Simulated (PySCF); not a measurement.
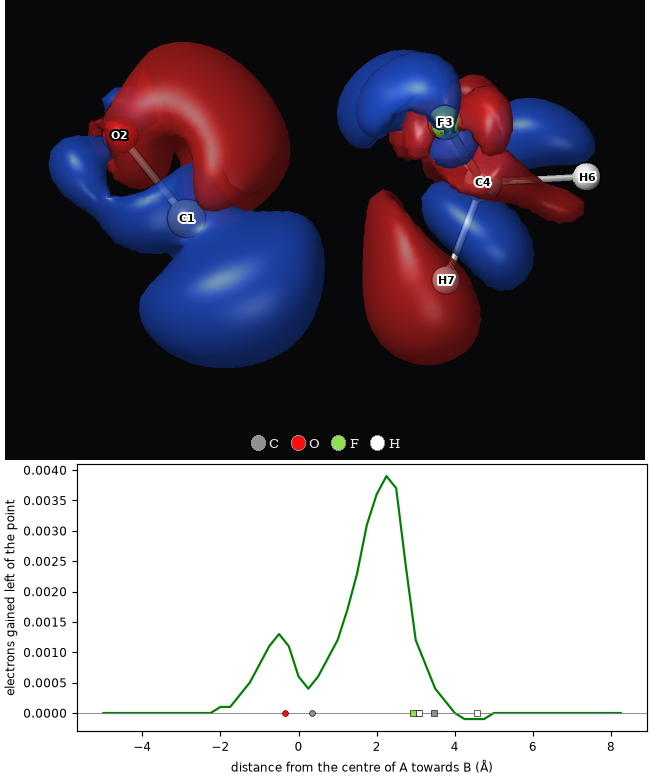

C2H2F2O, SMILES `[C-]#[O+].FCF`. Density of the complex less the densities of the two fragments at the same geometry, ±0.001 e/Å³ (blue: gain, red: loss). Fragment A: CO (atoms 1–2); fragment B: H2CF2. Below: the charge-displacement curve along the line of centres (A on the left).

Computed with PySCF, PBE0/def2-SVPD, geometry: GFN2-xTB.

The calculation's input:

```python
import numpy as np
from pyscf import gto, scf, dft
from pyscf.scf import atom_ks, atom_hf
from scipy.linalg import block_diag
from pyscf.dispersion import dftd3

def solve(mol, dm0=None, hcore=None):
    mf = (dft.UKS if mol.spin else dft.RKS)(mol, xc='pbe0')
    mf.grids.level = 3
    mf = mf.density_fit(auxbasis='def2-universal-jkfit')
    mf.conv_tol, mf.max_cycle = 1e-8, 80
    if hcore is not None:
        mf.get_hcore = lambda *args: hcore
    mf.kernel(dm0)
    if not mf.converged:
        mf = mf.newton().run(mf.mo_coeff, mf.mo_occ, max_cycle=30)
    assert mf.converged, 'SCF not converged'
    return mf

mol = gto.M(atom='''
C     -1.72150    -0.06733    -0.60463
O     -2.38197    -0.01895     0.30703
F      1.06981    -1.07563     0.29071
C      1.40674     0.04477    -0.37330
F      0.87130     1.09117     0.28229
H      2.50061     0.14548    -0.36445
H      0.97375     0.00167    -1.38120
''', basis='def2-svpd', charge=0, spin=0, verbose=4)
mol_a = gto.M(atom='''
C     -1.72150    -0.06733    -0.60463
O     -2.38197    -0.01895     0.30703
ghost-F      1.06981    -1.07563     0.29071
ghost-C      1.40674     0.04477    -0.37330
ghost-F      0.87130     1.09117     0.28229
ghost-H      2.50061     0.14548    -0.36445
ghost-H      0.97375     0.00167    -1.38120
''', basis='def2-svpd', charge=0, spin=0, verbose=4)
mol_b = gto.M(atom='''
ghost-C     -1.72150    -0.06733    -0.60463
ghost-O     -2.38197    -0.01895     0.30703
F      1.06981    -1.07563     0.29071
C      1.40674     0.04477    -0.37330
F      0.87130     1.09117     0.28229
H      2.50061     0.14548    -0.36445
H      0.97375     0.00167    -1.38120
''', basis='def2-svpd', charge=0, spin=0, verbose=4)
ab, a, b = solve(mol), solve(mol_a), solve(mol_b)
e_int = ab.e_tot - a.e_tot - b.e_tot
print('counterpoise-corrected interaction energy / kcal/mol', e_int * 627.5095)
def disp(atoms, charge):
    m = gto.M(atom=atoms, charge=charge, basis='sto-3g', spin=None, unit='Bohr', verbose=0)
    return dftd3.DFTD3Dispersion(m, xc='pbe0', version='d3bj').get_dispersion()['energy']
e_disp = disp(mol._atom, mol.charge) - disp(mol._atom[:2], mol_a.charge) - disp(mol._atom[2:], mol_b.charge)
print('D3(BJ) part / kcal/mol', e_disp * 627.5095)
# spherically averaged free atoms, for the promolecule
atm = atom_ks.get_atm_nrks(mol, xc='pbe0')
pro = block_diag(*[(atm[a[0]][2] * atm[a[0]][3]) @ atm[a[0]][2].T for a in mol._atom])
np.savez('result.npz', e_int=e_int, e_disp=e_disp, dm_a=a.make_rdm1(), dm_b=b.make_rdm1(), c=ab.mo_coeff, occ=ab.mo_occ, eps=ab.mo_energy, pro=pro, d=[f.dip_moment(verbose=0) for f in (ab, a, b)])
```

Launched as:

```sh
OMP_NUM_THREADS=1 python input.py
```

The run took 23 s on 1 thread of Arm Neoverse V1, on a shared host, peak memory 0.58 GiB.

Partitions, critical points and surface values were worked out afterwards from this run's density.

Q: Which way does charge flow?

A: Hirshfeld charges show almost no net transfer (under 0.005 e). By Hirshfeld charges, electrons gather most on C1 (−0.007 e) and leave H7 most (+0.004 e); 0.03 e is displaced in all, which induces a dipole of 0.06 D.

Q: What is the interaction energy, and which contacts carry it?

A: The counterpoise-corrected interaction energy of the frozen fragments is −0.2 kcal/mol without dispersion correction and −0.9 kcal/mol with D3(BJ). The pair geometry is semi-empirical, not a minimum at this level. Contacts: C1···F5, 2.98 Å, ρ = 0.007 a.u.; C1···H7, C–H···C contact, 2.81 Å, ρ = 0.007 a.u.; C1···F3, 3.10 Å, ρ = 0.006 a.u., a bond path close to vanishing (ellipticity 1.5). The pose is a local one from a semi-empirical search, not shown to be the most stable.
